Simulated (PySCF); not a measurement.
**Si2NH7 (SMILES [SiH3]N[SiH3]): levels of theory compared**

Wanted: a comparison of 6 runs (HF/STO-3G, HF/3-21G, B2PLYP/6-31G*, B3LYP/6-31G*, wB97M-V/6-31G*, SCS-MP2/6-31G*) of Si2NH7. Input form: a Python script.

The results are computed with PySCF 2.14.0.

1 further run of the same task is left out (set aside as unsound or not needed).

## Step 1: The system as given

Si2NH7 has 10 atoms, charge 0, and is taken as a singlet. SMILES: `[SiH3]N[SiH3]`. The coordinates come from a PBE0-D4/def2-TZVP relaxation.

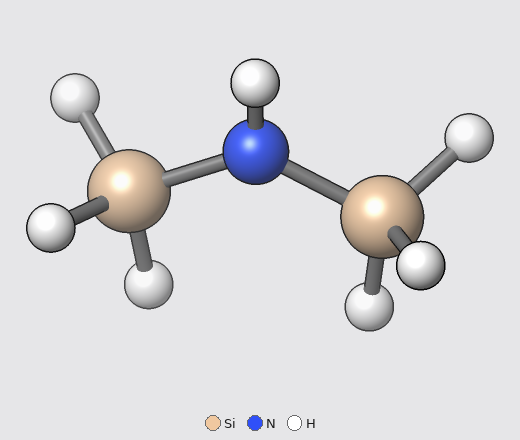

Viewed from a chosen angle; silicon light orange, nitrogen blue, hydrogen white.

## Step 2: A single-point energy at HF/STO-3G (run 1)

calc.py

```python
# [SiH3]N[SiH3]
from pyscf import gto, scf

mol = gto.M(
    atom='''
Si      -1.042800       0.758390      -0.879990
N        0.119990       0.500410       0.368670
Si       0.995830      -0.935260       0.755390
H       -1.373610      -0.567260      -1.458240
H       -0.532280       1.645360      -1.962590
H       -2.274280       1.393560      -0.336440
H        0.361990       1.317290       0.912940
H        0.403090      -2.042290      -0.034740
H        0.897240      -1.243020       2.208320
H        2.444830      -0.827180       0.426680
''',
    basis='sto-3g',
    max_memory=1860,
    verbose=4,
)

mf = scf.RHF(mol)
mf.conv_tol = 1e-10
mf.kernel()
if not mf.converged:
    mf = mf.newton().run(mf.mo_coeff, mf.mo_occ)

e_final = mf.e_tot
print('E = %.10f Eh' % e_final)
```

Started as:

```console
$ OMP_NUM_THREADS=1 python calc.py
```

Output:

```text
PySCF version 2.14.0

[... 60 lines left out ...]
converged SCF energy = -629.044105931159
E = -629.0441059312 Eh
```

It took 1.7 s on 1 thread of Intel Xeon at 2.50GHz (Skylake/Cascade Lake), shared host; peak memory 0.1 GiB.

## Step 3: The energy at HF/3-21G (run 2)

calc.py

```python
# [SiH3]N[SiH3]
from pyscf import gto

mol = gto.M(
    atom=[
    ('Si', (-1.042800, 0.758390, -0.879990)),
    ('N', (0.119990, 0.500410, 0.368670)),
    ('Si', (0.995830, -0.935260, 0.755390)),
    ('H', (-1.373610, -0.567260, -1.458240)),
    ('H', (-0.532280, 1.645360, -1.962590)),
    ('H', (-2.274280, 1.393560, -0.336440)),
    ('H', (0.361990, 1.317290, 0.912940)),
    ('H', (0.403090, -2.042290, -0.034740)),
    ('H', (0.897240, -1.243020, 2.208320)),
    ('H', (2.444830, -0.827180, 0.426680)),
],
    max_memory=1860,
    basis='3-21g',
    verbose=4,
)

myscf = mol.RHF()
myscf.conv_tol = 1e-10
myscf.kernel()
if not myscf.converged:
    myscf = myscf.newton().run(myscf.mo_coeff, myscf.mo_occ)

e_final = myscf.e_tot
print('E = %.10f Eh' % e_final)
```

Started as:

```console
$ OMP_NUM_THREADS=1 python calc.py
```

Output:

```text
PySCF version 2.14.0

[... 62 lines left out ...]
converged SCF energy = -633.026401811699
E = -633.0264018117 Eh
```

It took 2.6 s on 1 thread of Intel Xeon at 2.50GHz (Skylake/Cascade Lake), shared host; peak memory 0.12 GiB.

Runs 3 to 5 aren't shown in full; the table further down has their settings and results.

## Step 4: A single-point energy at SCS-MP2/6-31G(d) (spherical functions) (run 6)

geometry.xyz

```xyz
10

Si    -1.042800     0.758390    -0.879990
N      0.119990     0.500410     0.368670
Si     0.995830    -0.935260     0.755390
H     -1.373610    -0.567260    -1.458240
H     -0.532280     1.645360    -1.962590
H     -2.274280     1.393560    -0.336440
H      0.361990     1.317290     0.912940
H      0.403090    -2.042290    -0.034740
H      0.897240    -1.243020     2.208320
H      2.444830    -0.827180     0.426680
```

job.py

```python
# [SiH3]N[SiH3]
from pyscf import gto, mp

mol = gto.Mole()
mol.atom = 'geometry.xyz'
mol.max_memory = 1860
mol.basis = '6-31g*'
mol.verbose = 4
mol.charge = 0
mol.build()

calc0 = mol.RHF()
calc0.conv_tol = 1e-10
calc0.kernel()
if not calc0.converged:
    calc0 = calc0.newton().run(calc0.mo_coeff, calc0.mo_occ)

pt = mp.MP2(calc0, frozen=11).run()
etot = calc0.e_tot + 1.2 * pt.e_corr_os + pt.e_corr_ss / 3
print('E = %.10f Eh' % etot)
```

Started as:

```console
$ OMP_NUM_THREADS=1 python job.py
```

Output:

```text
PySCF version 2.14.0

[... 64 lines left out ...]
converged SCF energy = -636.384541016271
[... 1 line left out ...]
******** <class 'pyscf.mp.mp2.RMP2'> ********
nocc = 10, nmo = 53
frozen orbitals 11
E(RMP2) = -636.703143396573  E_corr = -0.318602380301838
E(SCS-RMP2) = -636.709136530571  E_corr = -0.324595514299831
E_corr(same-spin) = -0.0666084716104329
E_corr(oppo-spin) = -0.251993908691405
E = -636.7091365306 Eh
```

It took 3.9 s on 1 thread of Intel Xeon at 2.50GHz (Skylake/Cascade Lake), shared host; peak memory 0.14 GiB.

## Step 5: Overview of the runs

| run | level | frozen core orbitals | integration grid | energy (Eh) | dipole moment (D) of the reference | HOMO energy (eV) | LUMO energy (eV) | wall time |
| --- | --- | --- | --- | --- | --- | --- | --- | --- |
| 1 | HF/STO-3G | – | – | -629.044106 | 0.41 | -7.54 | 12.34 | 1.7 s |
| 2 | HF/3-21G | – | – | -633.026402 | 0.86 | -10.36 | 4.15 | 2.6 s |
| 3 | B2PLYP/6-31G* (spherical functions) | 11 | 5 | -637.587072 | 0.93 | -8.51 | 1.60 | 31 s |
| 4 | B3LYP/6-31G* (spherical functions) | – | 5 | -637.973238 | 0.93 | -7.02 | 0.21 | 29 s |
| 5 | wB97M-V/6-31G* (spherical functions) | – | 5 | -637.844743 | 0.93 | -9.54 | 2.14 | 3 min |
| 6 | SCS-MP2/6-31G* (spherical functions) | 11 | – | -636.709137 | 0.96 | -10.65 | 3.56 | 3.9 s |

## Step 6: Summary of results

| quantity | value |
| --- | --- |
| run 6: total energy | -636.70914 Eh |
| run 6: dipole moment (Hartree–Fock density) | 0.96 D |
| run 6: HOMO energy (Hartree–Fock orbitals) | -10.65 eV |
| run 6: LUMO energy (Hartree–Fock orbitals) | 3.56 eV |
| run 6: HOMO–LUMO gap (Hartree–Fock orbitals) | 14.21 eV |
| run 6: correlation energy (11 core orbitals frozen) | -324.6 mEh |

What this shows: Over runs 1, 2, 3, 4, 5 the dipole moment (its size) runs from 0.41 D (HF/STO-3G) to 0.93 D (B2PLYP/6-31G*). The two ends differ in method and basis. A double hybrid's value is that of its SCF part. Over runs 1, 2, 3, 4, 5 the HOMO–LUMO gap runs from 7.24 eV (B3LYP/6-31G*) to 19.89 eV (HF/STO-3G). Totals of different functionals can't be ranked against each other. In run 1 the basis is minimal, so the values are rough. All runs together took 4.2 min, the longest 3 min.
